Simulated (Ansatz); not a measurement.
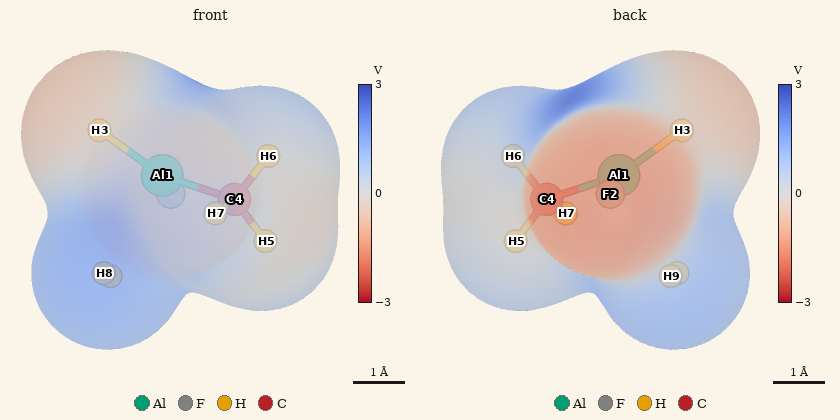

*CH4AlF···H2. The electrostatic potential painted on the density surface at 0.001 e/bohr³, seen from the front and from behind; the colour scale runs from red (negative) to blue (positive).*

These are results of Ansatz, RKS PBE0-D4/def2-SVP, not measurements.

The calculation's input:

```
crystal:
  periodic: [false, false, false]
  atoms:
    - { symbol: Al, position_ang: [0.077755, -0.490389, -0.45282] }
    - { symbol: F, position_ang: [-0.063616, -0.20014, 2.406978] }
    - { symbol: H, position_ang: [1.379043, 0.318302, -0.879042] }
    - { symbol: C, position_ang: [-1.716392, -0.037761, -1.070422] }
    - { symbol: H, position_ang: [-2.466001, -0.791335, -0.777776] }
    - { symbol: H, position_ang: [-2.05698, 0.938646, -0.68428] }
    - { symbol: H, position_ang: [-1.734493, 0.046481, -2.170635] }
    - { symbol: H, position_ang: [0.274365, -1.79374, 0.411012] }
    - { symbol: H, position_ang: [0.00652, -1.073563, 2.102485] }
basis:
  gaussian: { orbitals: def2-SVP }
hamiltonian:
  xc: pbe0
  dispersion: d4
relax:
  f_tol: 0.03
  max_steps: 50
output:
  orbitals: {}
```

Run with:

```sh
ansatz run input.yaml --threads 1 --pin off --max-ram 2048MiB --backend cpu --events-out ev --progress --plain --runs-dir out
```

The fields are those of the run's last geometry, not of the input's.

Q: Describe the electrostatic potential map.

A: The most negative region (about −1.4 V) lies over F2, the most positive (about +2.1 V) over Al1.
